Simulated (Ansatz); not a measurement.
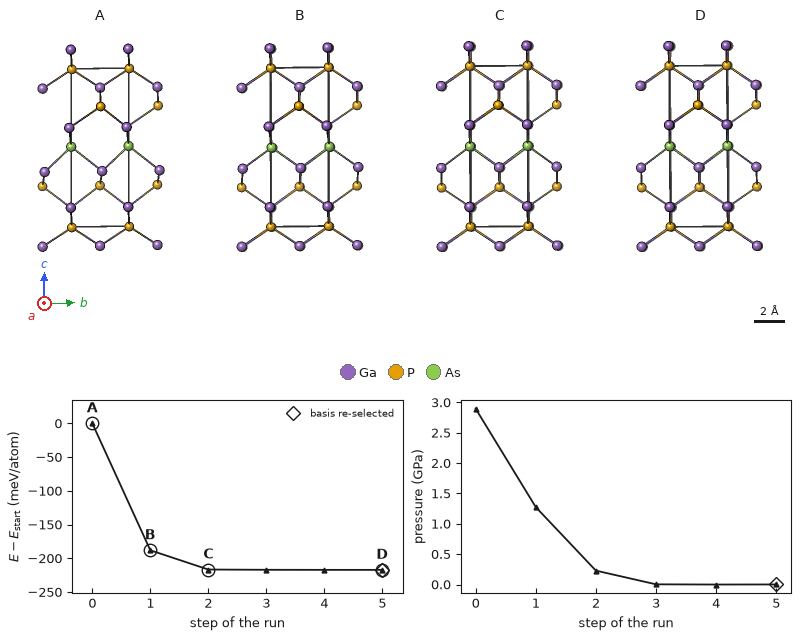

Frames of a relaxation of a crystal of Ga₄AsP₃ (a generated structure, set up in P1) (coarse preliminary run), marked on the history of the run. The picture is a ball-and-stick view of the cell of the calculation, seen along the a axis.

These are results of DFT PBE, scalar-relativistic, plane waves, PAW in Ansatz, not measurements. Settings: plane-wave cutoff 420 eV; k-point mesh 4 × 4 × 2; occupations gaussian; smearing width 0.1 eV; no spin polarisation; cell and atoms relaxed; force threshold 0.025 eV/Å; at most 60 steps.

Describe the path.

Answer. The energy falls by 217 meV per atom in 4 accepted moves (5 points after the start). The largest force component goes from 3.8 to 0.0017 eV/Å. The pressure goes from 2.90 to 0.00 GPa. At 1 point the geometry stayed and the basis and grid were re-selected for the new cell (energy shift of less than 0.05 meV per atom at most each time). The largest move relative to the cell is that of a Ga atom, 0.27 Å along [−2 −2 1]. Largest moves by element: Ga 0.27 Å, P 0.24 Å, As 0.14 Å. The volume changes by +0.3 %, with a 4.031 → 3.953 Å (−1.9 %), b 3.941 → 3.953 Å (+0.3 %), c 10.839 → 11.036 Å (+1.8 %), α 89.1° → 90.0°, β 90.4° → 90.0°, γ 87.9° → 90.0°. Near-neighbour distances that change, for instance: Ga–P 2.696 → 2.396 Å, Ga–P 2.098 → 2.396 Å, As–Ga 2.719 → 2.456 Å, Ga–P 2.643 → 2.396 Å. Among the angles between lasting bonds that change: P–Ga–P 127.1° → 111.2°, Ga–P–Ga 127.1° → 111.2°, P–Ga–As 95.2° → 109.6°. The space group (tolerance 0.01 Å) goes from P1 (No. 1) to P-4m2 (No. 115). From step 0 to 1: a Ga atom moves most (0.20 Å), volume −1.0 %, energy −188 meV per atom. From step 1 to 2: a Ga atom moves most (0.13 Å), volume +0.9 %, energy −28.5 meV per atom. From step 2 to 5: a Ga atom moves most (0.02 Å), volume +0.3 %, energy −0.5 meV per atom.

| step | E − E(0), meV/atom | largest force component, eV/Å | pressure, GPa | volume, Å³/atom | note |
| --- | --- | --- | --- | --- | --- |
| 0 | 0.00 | 3.7791 | 2.90 | 21.507 |  |
| 1 | -188.06 | 1.3340 | 1.28 | 21.291 |  |
| 2 | -216.58 | 0.0577 | 0.23 | 21.493 |  |
| 3 | -216.96 | 0.0206 | 0.00 | 21.560 |  |
| 4 | -217.06 | 0.0016 | 0.00 | 21.561 |  |
| 5 | -217.10 | 0.0017 | 0.00 | 21.561 | same geometry, new basis |
